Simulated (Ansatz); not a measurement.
**SiO₂F (charge −1): molecular dynamics (part 2 of 2)**

The same run, continued: SiO₂F, charge −1; RKS r2SCAN-D4/def2-SVP (Ansatz 0.2.0). 

Geometry of the input (Å):
```
O  0.8637  0.7039  1.1221
Si 0.0740  -0.0908  0.0901
O  -0.1830  -1.5467  -0.2771
F  -0.7547  0.9336  -0.9351
```

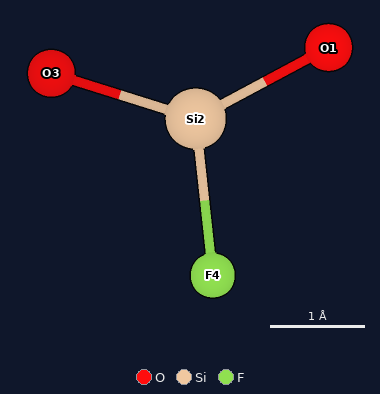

The geometry at step 25 of the log (ball-and-stick view, seen on its broad side; atoms are numbered from 1 in the order of the input).

Trajectory as extended XYZ, continued:
```
4
Properties=species:S:1:pos:R:3:forces:R:3 step=9 time_fs=9.0 energy=-14680.55644 temperature=904.4
O     0.8538    0.6803    1.1082    1.1664   1.1938   1.5202
Si    0.0570   -0.0867    0.0696    0.2711   2.1459   0.4106
O    -0.1621   -1.5214   -0.2504   -0.7502  -4.0469  -1.0736
F    -0.7389    0.9262   -0.9156   -0.6873   0.7073  -0.8571
4
Properties=species:S:1:pos:R:3:forces:R:3 step=10 time_fs=10.0 energy=-14680.62297 temperature=1159.0
O     0.8564    0.6812    1.1114    1.0838   1.1413   1.4139
Si    0.0555   -0.0793    0.0680    0.2510   0.7069   0.3424
O    -0.1627   -1.5356   -0.2517   -0.5508  -2.6808  -0.7801
F    -0.7382    0.9264   -0.9148   -0.7839   0.8326  -0.9762
4
Properties=species:S:1:pos:R:3:forces:R:3 step=11 time_fs=11.0 energy=-14680.66602 temperature=1324.9
O     0.8596    0.6828    1.1155    0.9663   1.0568   1.2622
Si    0.0540   -0.0716    0.0665    0.2655  -0.6635   0.3202
O    -0.1637   -1.5515   -0.2535   -0.3608  -1.3400  -0.4989
F    -0.7380    0.9270   -0.9146   -0.8709   0.9467  -1.0834
4
Properties=species:S:1:pos:R:3:forces:R:3 step=12 time_fs=12.0 energy=-14680.68159 temperature=1386.1
O     0.8634    0.6851    1.1203    0.8129   0.9396   1.0638
Si    0.0527   -0.0642    0.0651    0.3219  -1.8577   0.3562
O    -0.1649   -1.5681   -0.2556   -0.1934  -0.1221  -0.2497
F    -0.7382    0.9281   -0.9148   -0.9414   1.0402  -1.1703
4
Properties=species:S:1:pos:R:3:forces:R:3 step=13 time_fs=13.0 energy=-14680.67230 temperature=1352.0
O     0.8677    0.6880    1.1258    0.6267   0.7924   0.8228
Si    0.0514   -0.0574    0.0639    0.4145  -2.8267   0.4446
O    -0.1662   -1.5849   -0.2578   -0.0527   0.9303  -0.0392
F    -0.7389    0.9298   -0.9157   -0.9885   1.1040  -1.2282
4
Properties=species:S:1:pos:R:3:forces:R:3 step=14 time_fs=14.0 energy=-14680.64451 temperature=1246.6
O     0.8723    0.6913    1.1317    0.4145   0.6207   0.5480
Si    0.0503   -0.0516    0.0628    0.5300  -3.5572   0.5688
O    -0.1675   -1.6010   -0.2601    0.0614   1.8063   0.1326
F    -0.7400    0.9320   -0.9172   -1.0059   1.1303  -1.2494
4
Properties=species:S:1:pos:R:3:forces:R:3 step=15 time_fs=15.0 energy=-14680.60597 temperature=1099.5
O     0.8772    0.6950    1.1380    0.1851   0.4316   0.2507
Si    0.0494   -0.0469    0.0619    0.6534  -4.0507   0.7098
O    -0.1688   -1.6161   -0.2623    0.1507   2.5057   0.2678
F    -0.7417    0.9348   -0.9193   -0.9892   1.1133  -1.2283
4
Properties=species:S:1:pos:R:3:forces:R:3 step=16 time_fs=16.0 energy=-14680.56413 temperature=939.2
O     0.8823    0.6989    1.1444   -0.0519   0.2327  -0.0564
Si    0.0487   -0.0437    0.0612    0.7689  -4.3293   0.8470
O    -0.1700   -1.6297   -0.2643    0.2191   3.0461   0.3716
F    -0.7439    0.9381   -0.9220   -0.9361   1.0504  -1.1622
4
Properties=species:S:1:pos:R:3:forces:R:3 step=17 time_fs=17.0 energy=-14680.52500 temperature=788.9
O     0.8873    0.7030    1.1509   -0.2869   0.0309  -0.3610
Si    0.0483   -0.0420    0.0608    0.8639  -4.4217   0.9632
O    -0.1711   -1.6414   -0.2661    0.2703   3.4485   0.4496
F    -0.7466    0.9420   -0.9254   -0.8473   0.9423  -1.0518
4
Properties=species:S:1:pos:R:3:forces:R:3 step=18 time_fs=18.0 energy=-14680.49288 temperature=665.4
O     0.8921    0.7071    1.1570   -0.5115  -0.1677  -0.6522
Si    0.0482   -0.0418    0.0608    0.9303  -4.3560   1.0474
O    -0.1721   -1.6511   -0.2676    0.3075   3.7309   0.5062
F    -0.7497    0.9464   -0.9292   -0.7263   0.7928  -0.9015
4
Properties=species:S:1:pos:R:3:forces:R:3 step=19 time_fs=19.0 energy=-14680.47041 temperature=578.7
O     0.8966    0.7111    1.1628   -0.7188  -0.3581  -0.9210
Si    0.0484   -0.0431    0.0611    0.9647  -4.1575   1.0947
O    -0.1728   -1.6585   -0.2688    0.3330   3.9070   0.5448
F    -0.7531    0.9512   -0.9336   -0.5789   0.6086  -0.7185
4
Properties=species:S:1:pos:R:3:forces:R:3 step=20 time_fs=20.0 energy=-14680.45875 temperature=533.7
O     0.9007    0.7149    1.1681   -0.9036  -0.5364  -1.1609
Si    0.0489   -0.0458    0.0618    0.9678  -3.8488   1.1053
O    -0.1733   -1.6636   -0.2697    0.3481   3.9871   0.5672
F    -0.7569    0.9562   -0.9383   -0.4124   0.3981  -0.5117
4
Properties=species:S:1:pos:R:3:forces:R:3 step=21 time_fs=21.0 energy=-14680.45790 temperature=530.2
O     0.9042    0.7184    1.1726   -1.0620  -0.6994  -1.3667
Si    0.0497   -0.0498    0.0629    0.9431  -3.4489   1.0831
O    -0.1736   -1.6662   -0.2703    0.3536   3.9773   0.5747
F    -0.7608    0.9615   -0.9432   -0.2347   0.1710  -0.2911
4
Properties=species:S:1:pos:R:3:forces:R:3 step=22 time_fs=22.0 energy=-14680.46690 temperature=564.6
O     0.9071    0.7214    1.1763   -1.1916  -0.8444  -1.5352
Si    0.0509   -0.0550    0.0643    0.8951  -2.9708   1.0335
O    -0.1738   -1.6664   -0.2705    0.3493   3.8797   0.5671
F    -0.7649    0.9669   -0.9483   -0.0528  -0.0645  -0.0654
4
Properties=species:S:1:pos:R:3:forces:R:3 step=23 time_fs=23.0 energy=-14680.48400 temperature=630.2
O     0.9093    0.7239    1.1791   -1.2911  -0.9696  -1.6649
Si    0.0524   -0.0613    0.0662    0.8299  -2.4235   0.9642
O    -0.1737   -1.6644   -0.2703    0.3346   3.6929   0.5434
F    -0.7690    0.9722   -0.9534    0.1266  -0.2998   0.1573
4
Properties=species:S:1:pos:R:3:forces:R:3 step=24 time_fs=24.0 energy=-14680.50681 temperature=717.7
O     0.9107    0.7259    1.1809   -1.3601  -1.0731  -1.7551
Si    0.0542   -0.0684    0.0683    0.7547  -1.8139   0.8842
O    -0.1734   -1.6600   -0.2698    0.3083   3.4136   0.5021
F    -0.7731    0.9774   -0.9585    0.2971  -0.5265   0.3687
4
Properties=species:S:1:pos:R:3:forces:R:3 step=25 time_fs=25.0 energy=-14680.53240 temperature=815.9
O     0.9112    0.7272    1.1816   -1.3981  -1.1533  -1.8052
Si    0.0562   -0.0761    0.0707    0.6755  -1.1450   0.8010
O    -0.1729   -1.6537   -0.2691    0.2687   3.0365   0.4410
F    -0.7770    0.9823   -0.9634    0.4539  -0.7382   0.5633
4
Properties=species:S:1:pos:R:3:forces:R:3 step=26 time_fs=26.0 energy=-14680.55740 temperature=911.7
O     0.9110    0.7278    1.1813   -1.4048  -1.2076  -1.8147
Si    0.0585   -0.0842    0.0734    0.5963  -0.4184   0.7199
O    -0.1722   -1.6454   -0.2680    0.2141   2.5565   0.3574
F    -0.7807    0.9868   -0.9679    0.5944  -0.9305   0.7374
4
Properties=species:S:1:pos:R:3:forces:R:3 step=27 time_fs=27.0 energy=-14680.57822 temperature=991.3
O     0.9099    0.7277    1.1798   -1.3791  -1.2331  -1.7823
Si    0.0609   -0.0924    0.0764    0.5190   0.3647   0.6432
O    -0.1714   -1.6357   -0.2668    0.1427   1.9694   0.2491
F    -0.7840    0.9909   -0.9722    0.7174  -1.1011   0.8900
4
Properties=species:S:1:pos:R:3:forces:R:3 step=28 time_fs=28.0 energy=-14680.59137 temperature=1041.5
O     0.9079    0.7268    1.1773   -1.3197  -1.2259  -1.7061
Si    0.0636   -0.1005    0.0796    0.4432   1.1959   0.5703
O    -0.1706   -1.6248   -0.2654    0.0536   1.2785   0.1149
F    -0.7870    0.9944   -0.9759    0.8229  -1.2485   1.0209
4
Properties=species:S:1:pos:R:3:forces:R:3 step=29 time_fs=29.0 energy=-14680.59418 temperature=1051.9
O     0.9052    0.7252    1.1737   -1.2245  -1.1816  -1.5833
Si    0.0664   -0.1082    0.0830    0.3655   2.0504   0.4961
O    -0.1697   -1.6130   -0.2639   -0.0517   0.5023  -0.0425
F    -0.7896    0.9973   -0.9791    0.9107  -1.3711   1.1296
4
Properties=species:S:1:pos:R:3:forces:R:3 step=30 time_fs=30.0 energy=-14680.58548 temperature=1018.4
O     0.9017    0.7229    1.1692   -1.0907  -1.0948  -1.4101
Si    0.0693   -0.1152    0.0865    0.2794   2.8961   0.4114
O    -0.1688   -1.6010   -0.2625   -0.1701  -0.3325  -0.2186
F    -0.7917    0.9994   -0.9818    0.9813  -1.4687   1.2173
4
Properties=species:S:1:pos:R:3:forces:R:3 step=31 time_fs=31.0 energy=-14680.56610 temperature=944.1
O     0.8976    0.7199    1.1638   -0.9149  -0.9600  -1.1824
Si    0.0723   -0.1212    0.0902    0.1744   3.6873   0.3012
O    -0.1680   -1.5892   -0.2611   -0.2958  -1.1856  -0.4045
F    -0.7933    1.0009   -0.9838    1.0363  -1.5418   1.2856
4
Properties=species:S:1:pos:R:3:forces:R:3 step=32 time_fs=32.0 energy=-14680.53909 temperature=840.7
O     0.8929    0.7164    1.1578   -0.6941  -0.7713  -0.8958
Si    0.0754   -0.1259    0.0940    0.0365   4.3600   0.1462
O    -0.1675   -1.5781   -0.2601   -0.4194  -1.9976  -0.5866
F    -0.7944    1.0015   -0.9852    1.0770  -1.5910   1.3363
4
Properties=species:S:1:pos:R:3:forces:R:3 step=33 time_fs=33.0 energy=-14680.50931 temperature=726.8
O     0.8878    0.7124    1.1512   -0.4258  -0.5245  -0.5473
Si    0.0785   -0.1292    0.0978   -0.1500   4.8412  -0.0763
O    -0.1671   -1.5682   -0.2594   -0.5288  -2.6992  -0.7473
F    -0.7950    1.0013   -0.9859    1.1046  -1.6175   1.3709
4
Properties=species:S:1:pos:R:3:forces:R:3 step=34 time_fs=34.0 energy=-14680.48217 temperature=622.8
O     0.8824    0.7080    1.1442   -0.1094  -0.2182  -0.1359
Si    0.0815   -0.1307    0.1016   -0.3996   5.0654  -0.3866
O    -0.1671   -1.5600   -0.2591   -0.6113  -3.2250  -0.8683
F    -0.7950    1.0003   -0.9860    1.1203  -1.6222   1.3909
4
Properties=species:S:1:pos:R:3:forces:R:3 step=35 time_fs=35.0 energy=-14680.46200 temperature=545.2
O     0.8770    0.7035    1.1372    0.2532   0.1456   0.3358
Si    0.0844   -0.1306    0.1053   -0.7215   4.9868  -0.7978
O    -0.1675   -1.5536   -0.2593   -0.6564  -3.5263  -0.9348
F    -0.7944    0.9985   -0.9853    1.1247  -1.6060   1.3969
4
Properties=species:S:1:pos:R:3:forces:R:3 step=36 time_fs=36.0 energy=-14680.45084 temperature=501.9
O     0.8717    0.6992    1.1303    0.6532   0.5563   0.8564
Si    0.0871   -0.1287    0.1087   -1.1131   4.5934  -1.3072
O    -0.1682   -1.5495   -0.2602   -0.6579  -3.5798  -0.9383
F    -0.7932    0.9959   -0.9839    1.1178  -1.5699   1.3890
4
Properties=species:S:1:pos:R:3:forces:R:3 step=37 time_fs=37.0 energy=-14680.44837 temperature=491.9
O     0.8668    0.6951    1.1240    1.0729   0.9932   1.4028
Si    0.0894   -0.1252    0.1117   -1.5561   3.9159  -1.8903
O    -0.1694   -1.5474   -0.2616   -0.6159  -3.3949  -0.8791
F    -0.7915    0.9925   -0.9818    1.0990  -1.5142   1.3665
4
Properties=species:S:1:pos:R:3:forces:R:3 step=38 time_fs=38.0 energy=-14680.45312 temperature=510.0
O     0.8626    0.6917    1.1186    1.4850   1.4246   1.9393
Si    0.0911   -0.1204    0.1140   -2.0155   3.0246  -2.5007
O    -0.1709   -1.5474   -0.2635   -0.5365  -3.0102  -0.7662
F    -0.7892    0.9883   -0.9790    1.0670  -1.4390   1.3276
4
Properties=species:S:1:pos:R:3:forces:R:3 step=39 time_fs=39.0 energy=-14680.46424 temperature=553.2
O     0.8592    0.6891    1.1143    1.8524   1.8086   2.4177
Si    0.0922   -0.1146    0.1155   -2.4416   2.0183  -3.0723
O    -0.1727   -1.5493   -0.2658   -0.4304  -2.4831  -0.6151
F    -0.7864    0.9834   -0.9755    1.0197  -1.3439   1.2696
4
Properties=species:S:1:pos:R:3:forces:R:3 step=40 time_fs=40.0 energy=-14680.48256 temperature=624.6
O     0.8570    0.6876    1.1114    2.1343   2.1006   2.7846
Si    0.0924   -0.1080    0.1159   -2.7780   1.0031  -3.5298
O    -0.1748   -1.5526   -0.2686   -0.3102  -1.8763  -0.4436
F    -0.7831    0.9778   -0.9714    0.9539  -1.2273   1.1888
```

Summary:

```json
{"quantity": "outcome", "value": "finished"}
{"quantity": "mean temperature over the second half", "value": "722 K"}
{"quantity": "trajectory", "value": "40 steps, 40 fs"}
{"quantity": "ensemble", "value": "nve"}
{"quantity": "temperature in the input", "value": "1500 K"}
{"quantity": "time step", "value": "1.0 fs"}
{"quantity": "potential energy (last step)", "value": "−14680.4826 eV"}
{"quantity": "mean-field energy (last step)", "value": "−14680.4634 eV"}
{"quantity": "dispersion energy (last step)", "value": "−0.0192 eV"}
{"quantity": "SCF solution under orbital rotations (last step)", "value": "stable"}
{"quantity": "largest force (length of the vector) (last step)", "value": "4.602 eV/Å"}
{"quantity": "hardware", "value": "2 threads of Intel Xeon @ 2.50GHz, 180 GiB of memory available, shared host"}
{"quantity": "wall time", "value": "78 s (CPU time 2.3 min)"}
{"quantity": "peak memory", "value": "0.12 GiB"}
```

Remarks:

So short a trajectory is not equilibrated.
